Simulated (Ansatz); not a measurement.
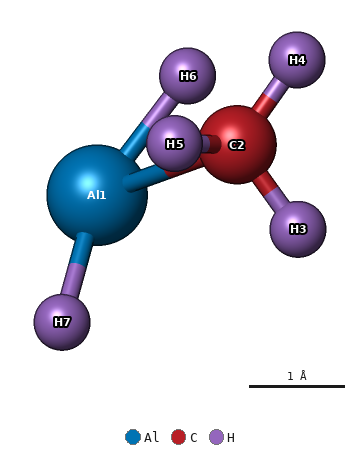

*The structure (ball-and-stick view, seen at a tilt; atoms are numbered from 1 in the order of the input). Sticks mark near contacts.*

**Frequency calculation, with input and output: CH$_{5}$Al**

- system: CH$_{5}$Al
- method: RKS PBE0-D4/6-31G* (Ansatz 0.2.0)

It belongs to a series of runs on one base structure; here: vibrations at the highest image of the band. Figures and captions count atoms from 1; the log counts them from 0 in places.

Input:
```yaml
crystal:
  periodic: [false, false, false]
  atoms:
    - { symbol: Al, position_ang: [0.423705, -0.041322, -0.515151] }
    - { symbol: C, position_ang: [1.16411, -0.028401, 1.623998] }
    - { symbol: H, position_ang: [0.417002, -0.658832, 2.120679] }
    - { symbol: H, position_ang: [2.161432, -0.333435, 1.950444] }
    - { symbol: H, position_ang: [1.009867, 1.024823, 1.888722] }
    - { symbol: H, position_ang: [1.835215, -0.44765, 0.073734] }
    - { symbol: H, position_ang: [-0.991529, 0.484819, -0.026425] }
basis:
  gaussian: { orbitals: "6-31G*" }
hamiltonian:
  xc: pbe0
  dispersion: d4
phonons: {}
```

Run on 1 thread of Intel Xeon (Sapphire Rapids), 64 GiB of memory available, shared host.

Command:
```bash
ansatz run input.yaml --threads 1 --pin off --max-ram 2048MiB --backend cpu --events-out ev --progress --plain --runs-dir out
```

The program's output:
```
Engine: ansatz 0.2.0, x86_64-unknown-linux-gnu
Functional definition: PBE0
  parameter a = 0.25
  parameter kappa = 0.804
  parameter beta = 0.06672455060314922
  exchange = (1 - a)*pbe_x(kappa = kappa, mu = beta*pi^2/3) + a*exact_x
  correlation = pbe_c(beta = beta)
504 factors; integrals over basis functions are off by at most 4.9e-4 eV
mean field evaluation 1: about -7700.4031 eV, gradient 4.7e1 eV
mean field evaluation 2: about -7686.4418 eV, gradient 7.2e1 eV
mean field evaluation 4: about -7706.7145 eV, gradient 3.9e0 eV
mean field evaluation 8: about -7706.7849 eV, gradient 7.2e-2 eV
mean field -7706.78494552 eV, -283.2191229014 hartree, gradient 1.5e-5 eV, S^2 0.000000; 0 other end points of the search recorded, 0 dependent functions left out
the calculation of the forces begins
reference -7706.78497011 eV, -283.2191238049 hartree; 12, 12 occupied and 32, 32 virtual orbitals, 504 factors
these checks for a lower state are left out or cut short: stability, starts, cluster_reference, orbital_swaps, neighbouring_geometries, increment
504 factors; integrals over basis functions are off by at most 4.8e-4 eV
mean field evaluation 16: about -7706.7849 eV, gradient 5.9e-2 eV
mean field -7706.78487601 eV, -283.2191203471 hartree, gradient 1.5e-6 eV, S^2 0.000000; 0 other end points of the search recorded, 0 dependent functions left out
[... from here on the field's lines of each further geometry are left out, up to the last ...]
the calculation of the forces begins
reference -7706.78495662 eV, -283.2191233094 hartree; 12, 12 occupied and 32, 32 virtual orbitals, 504 factors
these checks for a lower state are left out or cut short: stability, starts, cluster_reference, orbital_swaps, neighbouring_geometries, increment
504 factors; integrals over basis functions are off by at most 4.9e-4 eV
mean field -7706.78494786 eV, -283.2191229875 hartree, gradient 1.9e-6 eV, S^2 0.000000; 0 other end points of the search recorded, 0 dependent functions left out
the calculation of the forces begins
reference -7706.78497246 eV, -283.2191238913 hartree; 12, 12 occupied and 32, 32 virtual orbitals, 504 factors
WARN: phonons: modes at or below zero, which the zero-point energy, F, S and C_V leave out: 1, the lowest at -1276.44 cm⁻¹. A minimum has none, and a first-order saddle one
Total energy: -7706.85334024 eV, -283.2216363611 hartree
Atom 0 at     0.423705    -0.041322    -0.515151 Å, force    -0.003006    -0.000244     0.002561 eV/Å
Atom 1 at     1.164110    -0.028401     1.623998 Å, force    -0.005295     0.004015    -0.001527 eV/Å
Atom 2 at     0.417002    -0.658832     2.120679 Å, force     0.001512    -0.001052    -0.000745 eV/Å
Atom 3 at     2.161432    -0.333435     1.950444 Å, force     0.002461    -0.000688     0.003425 eV/Å
Atom 4 at     1.009867     1.024823     1.888722 Å, force    -0.000693     0.000806     0.002900 eV/Å
Atom 5 at     1.835215    -0.447650     0.073734 Å, force     0.005125    -0.003845    -0.005611 eV/Å
Atom 6 at    -0.991529     0.484819    -0.026425 Å, force    -0.000103     0.001008    -0.001003 eV/Å
Dipole moment:    -0.024555     0.028504     0.169710 e Å
Vibrations: -1276.44 165.91 338.67 388.48 517.28 671.64 782.33 1176.95 1449.63 1482.52 1931.56 2033.56 3056.12 3166.45 3180.79 cm⁻¹, zero-point energy 1.261037 eV
```

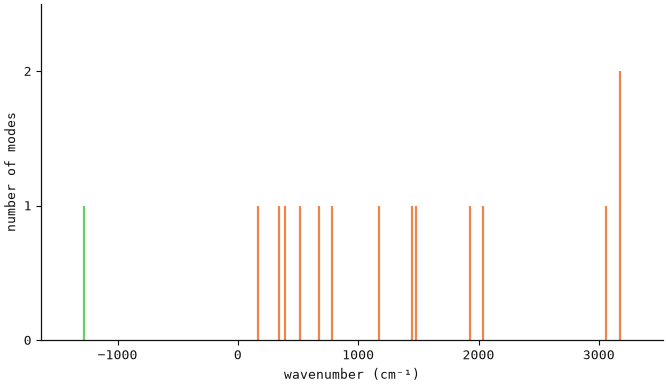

*Harmonic vibrational wavenumbers from the force constants; neighbouring modes closer than 20 cm⁻¹ are counted in one stick, and imaginary ones are drawn at negative wavenumbers.*

15 modes from 1276i to 3181 cm⁻¹, 1 imaginary beyond 8i (1276i cm⁻¹): a first-order saddle point, if the geometry is stationary.

Results in brief:

```tsv
quantity	value
outcome	converged
total energy	−7706.8533 eV
mean-field energy	−7706.7850 eV
largest force (length of the vector)	0.009 eV/Å
wall time	27 s
peak memory	0.1 GiB
```
